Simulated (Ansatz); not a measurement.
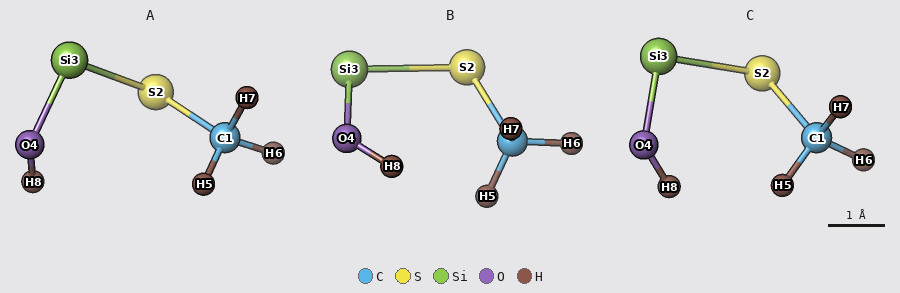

3 geometries from one relaxation of CH4OSSi, in shuffled order. Style: ball-and-stick. Shown face on.

The run prepares an end point of a later path (torsion) calculation, from a guessed geometry.

Theory: RKS PBE-D4/def2-SVP in Ansatz. Settings: no spin polarisation; force threshold 0.015 eV/Å; at most 40 steps.

Question: Order the frames from highest to lowest energy.

Answer: A, C, B. They are steps 0, 5, 17, at +65.0 kJ/mol, +24.1 kJ/mol relative to the last. Over 17 geometry steps the energy falls by 65.0 kJ/mol. The largest force component goes from 2.5 to 0.011 eV/Å. The largest move after the best rigid fit is that of H8, 1.45 Å. Largest moves by element: H 1.45 Å, Si 0.87 Å, S 0.49 Å, O 0.33 Å, C 0.23 Å. Near-neighbour distances that change, for instance: C1–S2 1.787 → 1.834 Å, C1–H5 1.066 → 1.110 Å, O4–H8 0.937 → 0.977 Å, S2–Si3 2.161 → 2.198 Å. Bond angles that change, for instance: S2–C1–H6 113.2° → 107.5°, H5–C1–H7 105.4° → 110.1°, H6–C1–H7 104.2° → 108.1°. Groups turn about S2–Si3 by about 75°, Si3–O4 by about 25°. Cost: 41 s on 1 thread of AMD EPYC 7R43 64-Core Processor (Zen 3), with other jobs on the host, peak memory 0.16 GiB.
